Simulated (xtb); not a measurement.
**C2H6GaO2 (charge −1): geometry relaxation (part 3 of 3)**

The same run, continued: C2H6GaO2, charge −1; GFN2-xTB (xtb 6.7.1). The geometry comes from this level: GFN2-xTB.

Geometry of the input (Å):
```
C  -0.2067  1.0774  0.4307
C  -0.2696  -0.3138  1.1034
O  0.4022  -1.2645  0.3452
Ga 0.4427  -0.7096  -1.4238
O  -0.2123  0.9618  -0.9542
H  -1.0700  1.6848  0.7589
H  0.7082  1.5903  0.7712
H  -1.3287  -0.5959  1.2261
H  0.1778  -0.2554  2.1130
H  1.9005  -0.7253  -1.9865
H  -0.5442  -1.4497  -2.3841
```

Trajectory as extended XYZ (Å, eV, eV/Å), 4 frames, from step=0 to step=3:
```
11
Properties=species:S:1:pos:R:3 step=0 energy=-461.53830
C    -0.2067    1.0774    0.4307
C    -0.2696   -0.3138    1.1034
O     0.4022   -1.2645    0.3452
Ga    0.4427   -0.7096   -1.4238
O    -0.2123    0.9618   -0.9542
H    -1.0700    1.6848    0.7589
H     0.7082    1.5903    0.7712
H    -1.3287   -0.5959    1.2261
H     0.1778   -0.2554    2.1130
H     1.9005   -0.7253   -1.9865
H    -0.5442   -1.4497   -2.3841
11
Properties=species:S:1:pos:R:3 step=1 energy=-461.53831
C    -0.2067    1.0777    0.4306
C    -0.2695   -0.3139    1.1030
O     0.4022   -1.2650    0.3446
Ga    0.4420   -0.7084   -1.4242
O    -0.2127    0.9629   -0.9542
H    -1.0701    1.6847    0.7598
H     0.7086    1.5900    0.7714
H    -1.3287   -0.5958    1.2257
H     0.1781   -0.2553    2.1123
H     1.9004   -0.7259   -1.9857
H    -0.5435   -1.4510   -2.3834
11
Properties=species:S:1:pos:R:3 step=2 energy=-461.53832
C    -0.2065    1.0774    0.4303
C    -0.2697   -0.3140    1.1032
O     0.4021   -1.2653    0.3453
Ga    0.4423   -0.7090   -1.4239
O    -0.2125    0.9624   -0.9545
H    -1.0699    1.6846    0.7595
H     0.7087    1.5898    0.7711
H    -1.3289   -0.5958    1.2258
H     0.1777   -0.2550    2.1126
H     1.9005   -0.7248   -1.9861
H    -0.5438   -1.4504   -2.3833
11
Properties=species:S:1:pos:R:3 step=3 energy=-461.53832
C    -0.2065    1.0774    0.4304
C    -0.2697   -0.3139    1.1033
O     0.4021   -1.2652    0.3453
Ga    0.4423   -0.7090   -1.4240
O    -0.2127    0.9622   -0.9543
H    -1.0697    1.6849    0.7596
H     0.7088    1.5898    0.7710
H    -1.3289   -0.5958    1.2258
H     0.1776   -0.2551    2.1127
H     1.9004   -0.7248   -1.9863
H    -0.5436   -1.4506   -2.3835
```

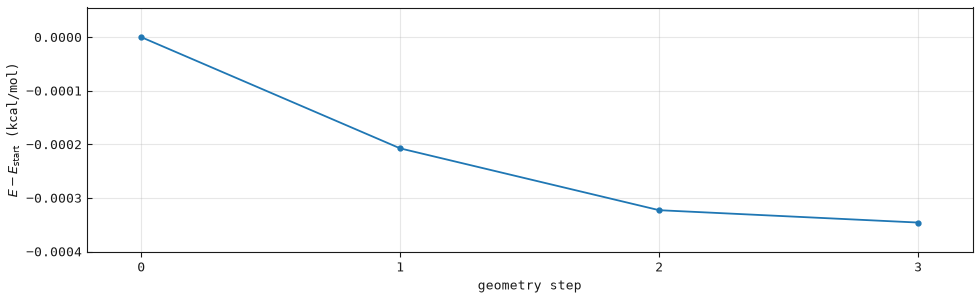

*Progress of the relaxation, step by step (steps are counted from 0).*

No atom moves by more than 0.005 Å after the best rigid fit. Over 3 geometry steps the energy falls by next to nothing (0.0 kcal/mol).

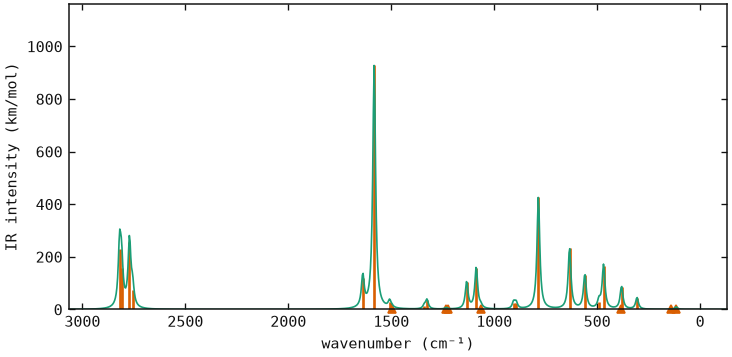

*Harmonic infrared spectrum, unscaled: sticks (degenerate modes added up, dark ones marked on the axis) with a Lorentzian envelope of 16 cm⁻¹ full width, scaled to the tallest stick.*

27 modes from 116 to 2819 cm⁻¹, none imaginary. The strongest line is at 1583 cm⁻¹ (928 km/mol).

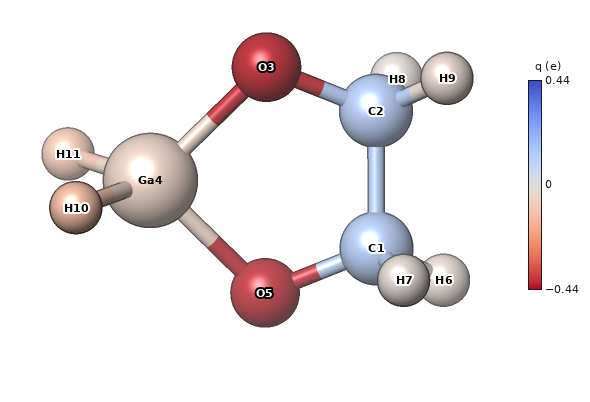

*Mulliken charges, as the colour of each atom (ball-and-stick view, seen at a tilt; atoms are numbered from 1 in the order of the input).*

By element: C +0.12, O −0.42, Ga −0.06 and H −0.12 to −0.02 e.

Key numbers:

```tsv
quantity	value
outcome	converged
electrons treated	30
total energy	−16.961220 hartree
dispersion energy	−0.007491 hartree
basis functions	32
HOMO	−6.06 eV
LUMO	2.11 eV
zero-point energy	0.072586 hartree
wavenumbers, lowest and highest	116 and 2819 cm⁻¹
peak memory	0.068 GiB
```
